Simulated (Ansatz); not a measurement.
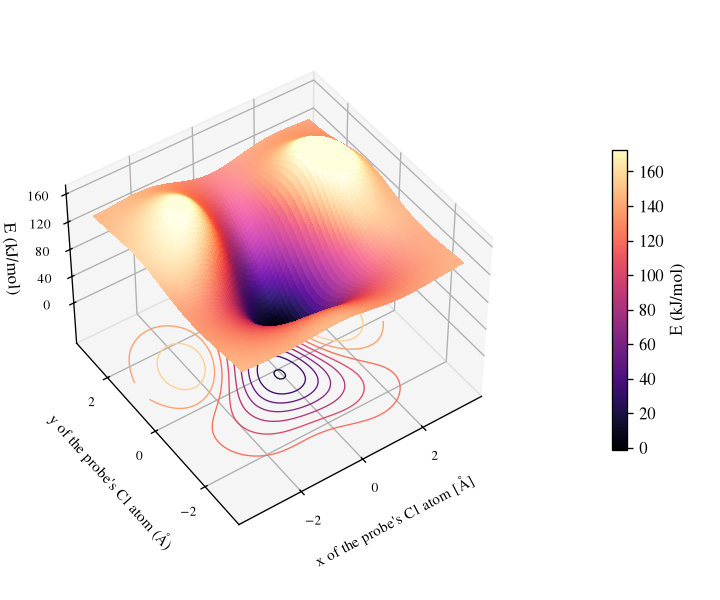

Energy landscape of AlBrClF (SMILES [F][Al]([Cl])[Br]) with the probe Cl-. The probe is moved over a plane parallel to the molecule's main plane, 2.70 Å above it. Coordinates scanned: (1) x of the probe's Cl atom; (2) y of the probe's Cl atom. Nothing is relaxed (molecule and probe rigid). The grid has 13 × 11 points. Energies: kJ/mol, counted from the lowest grid point. These are results of RHF/def2-SVPD in Ansatz, not measurements.

In the figure: a relief with its contours projected below, any walls above the top of the colour scale cut off. Between grid points the surface is interpolated. 

### What does the map say about the system?

The lowest grid point is at x of the probe's Cl atom = 0.00 Å, y of the probe's Cl atom = 0.00 Å [nearest 1 Al at 2.70 Å]. It is the only kind of minimum in the scanned range. The highest grid point, x of the probe's Cl atom = 2.32 Å, y of the probe's Cl atom = 0.58 Å [nearest 1 Br at 2.72 Å], lies 196 kJ/mol above the lowest. Near the minimum the curvatures are about 1.1 and 1.4 eV/Å² along the soft and the stiff direction.

Grid values (kJ/mol):

| y of the probe's Cl atom ↓, x of the probe's Cl atom → | −3.48 | −2.90 | −2.32 | −1.74 | −1.16 | −0.58 | 0.00 | 0.58 | 1.16 | 1.74 | 2.32 | 2.90 | 3.48 |
| --- | --- | --- | --- | --- | --- | --- | --- | --- | --- | --- | --- | --- | --- |
| 2.90 | 133 | 135 | 137 | 136 | 130 | 122 | 116 | 117 | 122 | 128 | 130 | 130 | 128 |
| 2.32 | 136 | 142 | 149 | 150 | 137 | 119 | 107 | 111 | 125 | 138 | 142 | 137 | 130 |
| 1.74 | 139 | 151 | 166 | 168 | 145 | 110 | 91 | 101 | 132 | 160 | 166 | 152 | 137 |
| 1.16 | 141 | 155 | 173 | 172 | 135 | 85 | 61 | 82 | 135 | 182 | 192 | 170 | 144 |
| 0.58 | 138 | 148 | 158 | 147 | 102 | 47 | 24 | 52 | 118 | 180 | 196 | 174 | 147 |
| 0.00 | 133 | 135 | 132 | 110 | 65 | 18 | 0 | 27 | 89 | 148 | 171 | 160 | 142 |
| −0.58 | 129 | 124 | 113 | 90 | 55 | 21 | 8 | 27 | 70 | 115 | 138 | 140 | 134 |
| −1.16 | 128 | 121 | 111 | 94 | 74 | 57 | 48 | 54 | 76 | 102 | 120 | 127 | 129 |
| −1.74 | 130 | 125 | 118 | 110 | 104 | 99 | 94 | 92 | 96 | 107 | 117 | 124 | 128 |
| −2.32 | 134 | 130 | 127 | 125 | 126 | 127 | 124 | 119 | 116 | 118 | 122 | 127 | 130 |
| −2.90 | 137 | 136 | 135 | 135 | 137 | 138 | 137 | 132 | 129 | 128 | 129 | 131 | 133 |

The whole map (143 points run) took 10 min on 1 thread of Intel(R) Xeon(R) Platinum 8488C (Sapphire Rapids), on a shared host.
